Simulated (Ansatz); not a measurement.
# H$_{10}$Hf$_{2}$O$_{9}$: what the fields show

Input

```
crystal:
  periodic: [false, false, false]
  atoms:
    - {symbol: Hf, position_ang: [0.875534, 0.480414, -1.139681]}
    - {symbol: Hf, position_ang: [-0.765345, -0.484268, 1.488682]}
    - {symbol: O, position_ang: [-0.206468, -0.794035, -2.771536]}
    - {symbol: O, position_ang: [2.761720, 0.151390, -1.479622]}
    - {symbol: O, position_ang: [0.393392, 1.997480, -2.300338]}
    - {symbol: O, position_ang: [0.741002, -0.485510, 2.821362]}
    - {symbol: O, position_ang: [0.593252, -1.364842, -0.053503]}
    - {symbol: O, position_ang: [-1.964804, 0.975241, 2.105610]}
    - {symbol: O, position_ang: [-1.291021, 0.121581, -0.597305]}
    - {symbol: O, position_ang: [-1.801000, -2.070291, 1.927195]}
    - {symbol: O, position_ang: [0.744950, 1.257944, 0.755501]}
    - {symbol: H, position_ang: [-1.011024, -0.758953, -2.173753]}
    - {symbol: H, position_ang: [-0.416452, -0.171717, -3.496416]}
    - {symbol: H, position_ang: [3.680855, -0.020496, -1.714976]}
    - {symbol: H, position_ang: [0.161085, 2.837409, -2.713295]}
    - {symbol: H, position_ang: [0.760223, -0.938346, 3.679881]}
    - {symbol: H, position_ang: [1.350134, -1.900950, 0.239111]}
    - {symbol: H, position_ang: [-1.736723, 1.889197, 2.337944]}
    - {symbol: H, position_ang: [-1.888976, 0.891344, -0.551358]}
    - {symbol: H, position_ang: [-2.399695, -2.782263, 2.177657]}
    - {symbol: H, position_ang: [1.419339, 1.169683, 1.458831]}
basis:
  gaussian: {orbitals: def2-TZVP, fitting: {mean_field: def2-universal-jkfit}, initial_orbitals: start.molden}
hamiltonian: {xc: pbe0, dispersion: d4}
scf: {omitted_lower_state_checks: [starts]}
output: {orbitals: {seedname: orbitals}}
```

Run with:

```sh
ansatz run in.yaml --threads 2 --pin off --events-out ev --progress --plain --max-ram 32768MiB --backend cuda --devices 0, --max-vram 18GiB
```

Geometry: PBE-D4/def2-SVP; core potentials replace the inner electrons of Hf.

These are results of RKS PBE0-D4/def2-TZVP (Ansatz), not measurements.

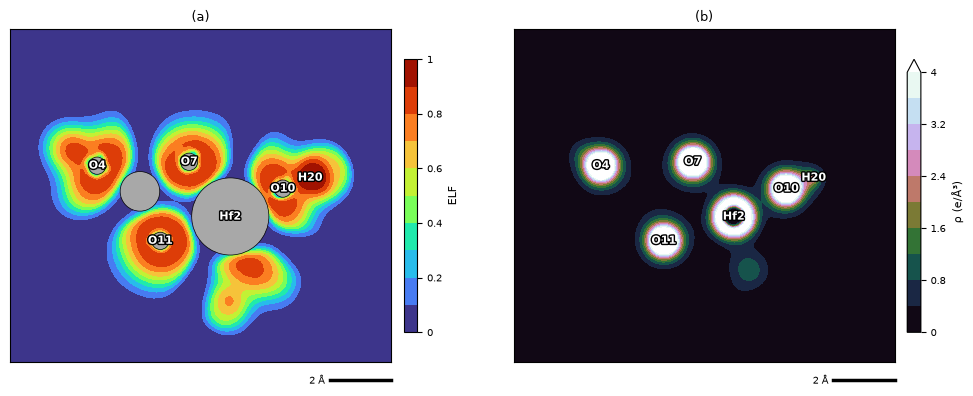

Figure 1. (a) electron localisation function; (b) electron density on the plane of atoms O7, Hf2 and O11. Grey discs cover the atomic cores in the ELF map.

**Describe what can be read from this map.**

- The section cuts through Hf, O and H sites.
- Hf–O (1.94 Å): ρ is about 0.82 e/Å³ halfway; the ELF peaks at about 0.80 in the valence shell of O, 0.5 Å from its nucleus, and drops to about 0.20 between the two atoms.
- O–H (0.96 Å): ρ is about 3.7 e/Å³ halfway; the ELF climbs to about 1 towards the hydrogen, as it does in any bond to H; a covalent bond by its length.
- Hf–O (2.24 Å): ρ is about 0.45 e/Å³ halfway; the ELF peaks at about 0.90 in the valence shell of O, 0.6 Å from its nucleus, and drops to about 0.15 between the two atoms.

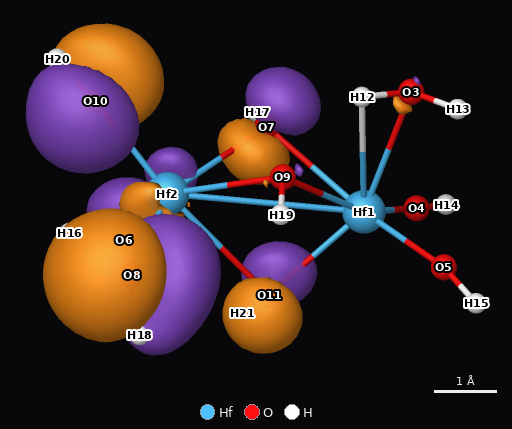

Figure 2. The HOMO−1 at ±0.08 Å⁻³ᐟ² (orange and purple are the two phases), seen from one side.

**What is the character of this orbital?**

By Hirshfeld shares it lies mainly on O8 (about 45 %), O10 (about 25 %) and Hf2 (about 10 %); largely a combination of lone pairs on O8 and O10. Its energy is −7.91 eV.

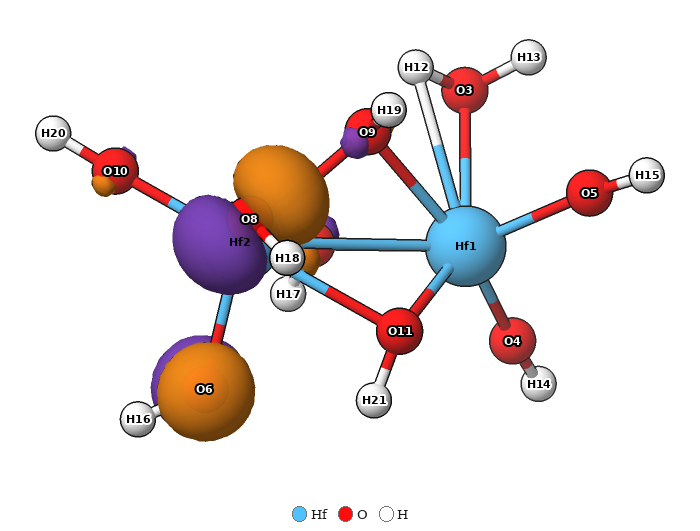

Figure 3. The HOMO at ±0.2 Å⁻³ᐟ² (orange and purple are the two phases), seen at a tilt.

**Where does this orbital lie, and at what energy?**

Its weight (Hirshfeld) is mainly on O8 (about 45 %) and O6 (about 35 %); largely a combination of lone pairs on O8 and O6. Its energy is −7.69 eV.
